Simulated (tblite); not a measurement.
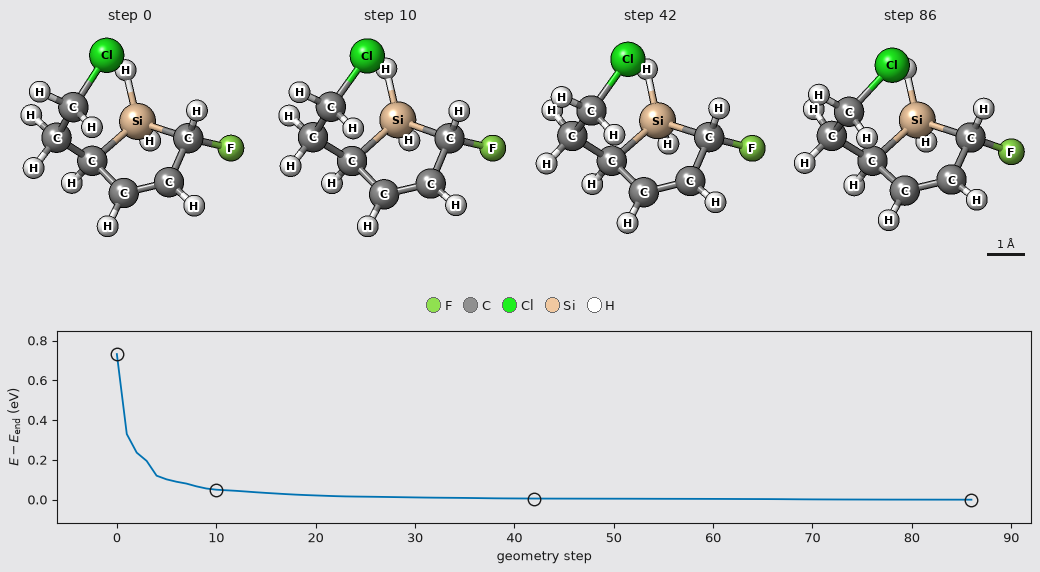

Frames of a relaxation of C₆H₁₀ClFSi, marked on the history of the run. Style: ball-and-stick. Shown at a tilt.

Theory: tblite, GFN2-xTB geometry optimisation, gas phase. 

> Describe the path.

Over 86 geometry steps the energy falls by 0.732 eV. The Cl atom moves most after the best rigid fit: 0.41 Å. Largest moves by element: Cl 0.41 Å, H 0.36 Å, C 0.19 Å, F 0.12 Å, Si 0.10 Å. Near-neighbour distances that change, for instance: Cl–Si 3.081 → 3.172 Å, C–Si 1.842 → 1.924 Å, C–C 1.480 → 1.535 Å, C–C 1.467 → 1.519 Å. Among the angles between lasting bonds that change: H–C–H 103.5° → 109.9°, C–C–C 120.1° → 113.9°, Cl–C–H 111.8° → 106.4°. From step 0 to 10: an H atom moves most (0.20 Å), energy −0.682 eV. From step 10 to 42: H atoms move most (0.19 Å), energy −0.045 eV. From step 42 to 86: an H atom moves most (0.24 Å), energy −0.006 eV.
